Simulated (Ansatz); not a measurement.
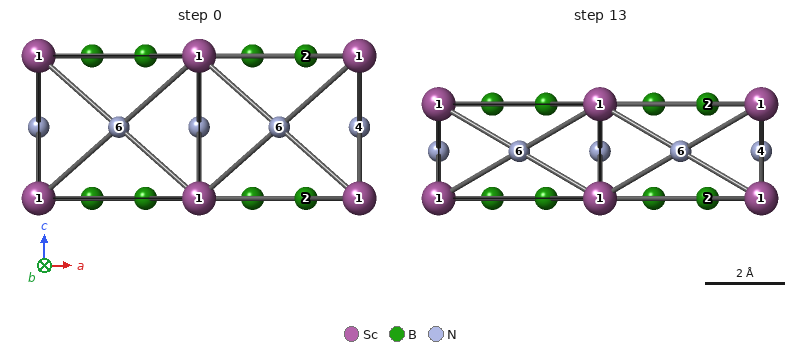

The structure of crystalline ScB2N3 (a generated structure, set up in P6/mmm) (coarse preliminary run) before (left) and after (right) a relaxation, at one scale.

A ball-and-stick model of the cell of the calculation, repeated 2 × 1 × 1 with one cell outlined, seen along the b axis.

The calculation used DFT PBE, scalar-relativistic, plane waves, PAW (Ansatz 0.2.0). Settings: plane-wave cutoff 420 eV; k-point mesh 6 × 6 × 6; occupations gaussian; smearing width 0.1 eV; no spin polarisation; cell and atoms relaxed; force threshold 0.04 eV/Å; at most 70 steps.

> What changed between the two?

The energy falls by 1230 meV per atom in 11 accepted moves (13 points after the start). All forces vanish by symmetry, so only the cell relaxes. Pressure: −25.35 GPa at the start and −0.01 GPa at the end. The SCF was repeated twice at an unchanged geometry on a basis and grid sized afresh for the cell, which shifted the energy by 1.8 meV per atom at most. No atom moves by more than 0.005 Å relative to the cell. Cell: a = b 4.708 → 4.735 Å (+0.6 %), c 3.623 → 2.395 Å (−33.9 %). Volume −33.1 %. Some distances before and after: Sc–Sc 3.623 → 2.395 Å, B–N 2.265 → 1.817 Å, N–Sc 2.970 → 2.653 Å, B–Sc 2.718 → 2.734 Å. Among the angles between lasting bonds that change: Sc–N–Sc 104.8° → 126.4°. The space group stays P6/mmm (No. 191).
